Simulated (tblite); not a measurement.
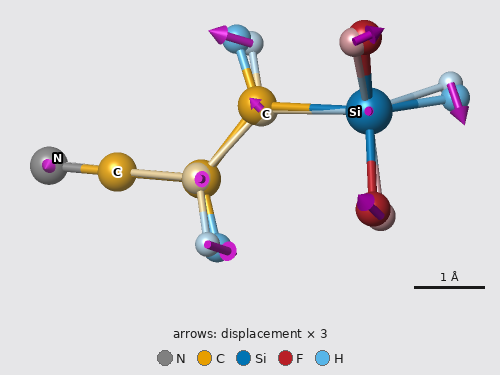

This is a relaxation of C$_{3}$H$_{3}$F$_{2}$NSi. The starting structure is drawn faded, the final one solid; purple arrows show the displacements, 3 times their true length. The two geometries are superimposed by the best rigid fit.

A ball-and-stick model, seen at a tilt.

Method: GFN2-xTB geometry optimisation, gas phase in tblite. 

Q: What happened in the run?

A: Over 64 geometry steps the energy falls by 0.162 eV. The largest move after the best rigid fit is that of an H atom, 0.27 Å. By element the largest moves are H 0.27 Å, F 0.23 Å, C 0.09 Å, N 0.08 Å, Si 0.03 Å. Among the contacts that change: C–Si 1.825 → 1.874 Å, H–Si 1.483 → 1.441 Å, C–N 1.175 → 1.147 Å, C–H 1.100 → 1.084 Å. Bond angles that change, for instance: C–Si–H 111.6° → 117.8°, F–Si–F 109.1° → 102.9°, Si–C–H 112.9° → 118.2°. Cost: 0.32 s on 1 thread of Arm Neoverse V1, on a shared host.
